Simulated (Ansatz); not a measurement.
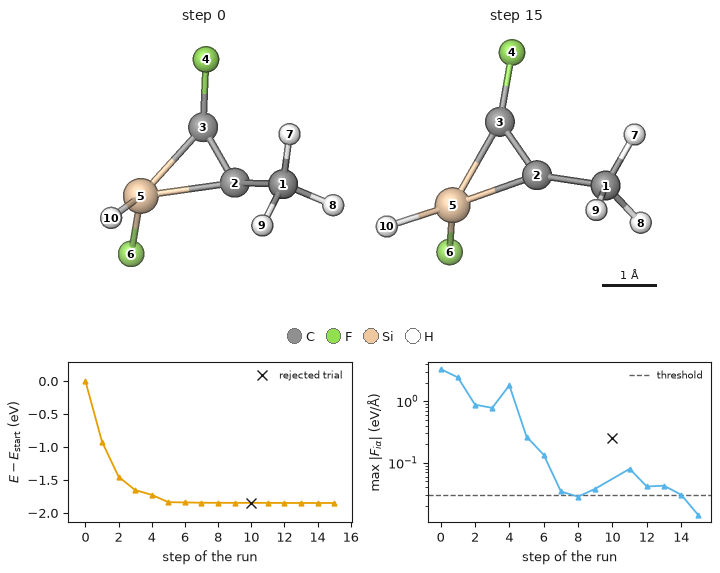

First and last geometry of a relaxation of C₃H₄F₂Si (coarse preliminary run), with the history of the run. The picture is a ball-and-stick view, seen at a tilt.

The start comes from a force field.

Computed with RKS PBE-D4/def2-SVP (Ansatz 0.2.0).

Input file:
```yaml
crystal:
  periodic: [false, false, false]
  atoms:
    - {symbol: C, position_ang: [-0.444600, -0.992500, 0.892600]}
    - {symbol: C, position_ang: [-0.447200, -0.073200, -0.294900]}
    - {symbol: C, position_ang: [0.271400, -0.159500, -1.396600]}
    - {symbol: F, position_ang: [1.287700, -1.123800, -1.528400]}
    - {symbol: Si, position_ang: [0.407100, 1.453800, -0.693500]}
    - {symbol: F, position_ang: [-0.700900, 2.520600, -1.159100]}
    - {symbol: H, position_ang: [0.257000, -1.765300, 0.818200]}
    - {symbol: H, position_ang: [-1.451500, -1.373200, 0.966200]}
    - {symbol: H, position_ang: [-0.284900, -0.376300, 1.844900]}
    - {symbol: H, position_ang: [1.189100, 1.838300, 0.553500]}
basis:
  gaussian: {orbitals: def2-SVP}
hamiltonian: {xc: pbe, dispersion: d4}
relax: {f_tol: 0.03, max_steps: 200}
```

Launched with:
```bash
ansatz run in.yaml --threads 4 --pin off --events-out ev --progress --plain --max-ram 10444MiB
```

What do the curves and the structures tell?

Answer. It converged. Over 14 accepted moves (15 points after the start) the energy falls by 1.846 eV. Largest force component: 3.3 eV/Å at the start, 0.014 eV/Å at the end. The line search rejected the trial step at point 10 of the run. The forces were under the threshold at step 8, but the run went on from there. H10 moves most after the best rigid fit: 0.91 Å. By element the largest moves are H 0.91 Å, C 0.59 Å, F 0.34 Å, Si 0.18 Å. Some distances before and after: C3–F4 1.407 → 1.334 Å, C1–H7 1.046 → 1.109 Å, C2–Si5 1.795 → 1.836 Å, C2–C3 1.318 → 1.360 Å. Among the angles between lasting bonds that change: F4–C3–Si5 127.5° → 156.8°, C1–C2–Si5 134.1° → 154.4°, C2–Si5–H10 106.1° → 126.3°. Cost: 13 s on 4 threads of Intel Xeon Platinum 8375C @ 2.90GHz, on a shared host.
